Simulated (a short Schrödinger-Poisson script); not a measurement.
Structure: MOS inversion layer, SiO2 on p-type InP, at 300 K.

| layer | material | thickness (nm) | Na (cm⁻³) |
|---|---|---|---|
| 1 | SiO2 | 2 | - |
| 2 | InP | 770 | 1.9e17 |

The device is made up for the run: typed textbook-type constants, with dimensions and the other settings drawn at random. SiO2: permittivity 3.9, conduction-band edge (eV) 3.48, gap (eV) 9, electron mass (mₑ) 0.5. InP: permittivity 12.5, conduction-band edge (eV) 0, gap (eV) 1.344, Nv at 300 K (cm⁻³) 1.1e19.

Channel valleys (confinement mass, in-plane density-of-states mass, number): Γ 0.08, 0.08, 1. At the gate the conduction-band edge of layer 1 lies 3.96 eV − eVg above the Fermi level of the channel; the field vanishes at the back. Gaps are held at their typed values at every temperature. Mesh 0.03 nm at interfaces.

From a short Schrödinger-Poisson script (our own, NumPy): 1D Poisson equation in equilibrium, electrons quantum, Hartree (BenDaniel-Duke, 12 states a valley, the channel's in-plane mass for all, wave functions free to enter the dielectric), parabolic valleys, classical holes, full ionisation, no traps, pinning or gate leakage.

Only gate voltages with over 1e8 electrons/cm² are shown.

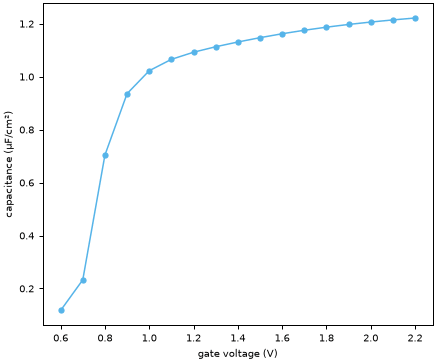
Quasi-static capacitance against gate voltage

```csv
Vg (V),electrons (cm⁻²),C (μF/cm²),Γ E0 (meV),Γ E1 (meV)
0.6,9.51e8,0.117,176.4,289.9
0.7,2.74e10,0.233,89.1,206.0
0.8,2.73e11,0.704,25.9,146.8
0.9,7.77e11,0.936,-9.2,116.5
1,1.38e12,1.02,-34.6,96.1
1.1,2.02e12,1.07,-56.5,79.2
1.2,2.69e12,1.09,-77.0,64.0
1.3,3.37e12,1.11,-96.5,49.8
1.4,4.06e12,1.13,-115.5,36.6
1.5,4.76e12,1.15,-133.8,24.5
1.6,5.48e12,1.16,-151.5,13.3
1.7,6.20e12,1.18,-168.8,3.0
1.8,6.94e12,1.19,-185.7,-6.5
1.9,7.68e12,1.20,-202.3,-15.5
2,8.43e12,1.21,-218.6,-24.1
2.1,9.18e12,1.21,-234.8,-32.3
2.2,9.94e12,1.22,-250.8,-40.3
```

Subbands count from the Fermi level.

Above a few 1e12 electrons/cm² a light Γ valley is non-parabolic and upper valleys begin to fill, which the model leaves out.
